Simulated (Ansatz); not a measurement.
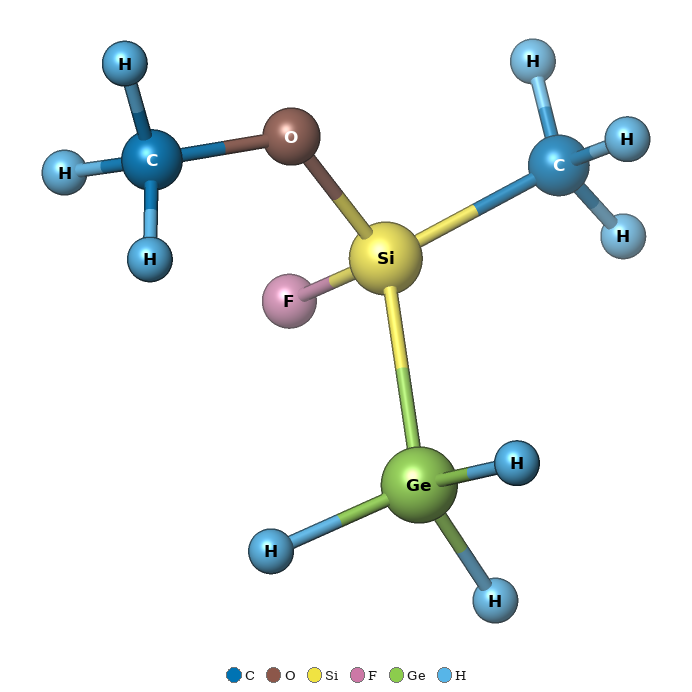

Atoms fade into the background with distance from the viewer. The computed structure is the end point of a PBE-D4/def2-SVP optimisation. No frequency run is at hand to confirm it as a minimum.

**List the symmetry elements and name the point group.**

It has no symmetry element but the identity, so the point group is C1. The group has 1 operation. The geometry is chiral, and symmetry allows a dipole moment.
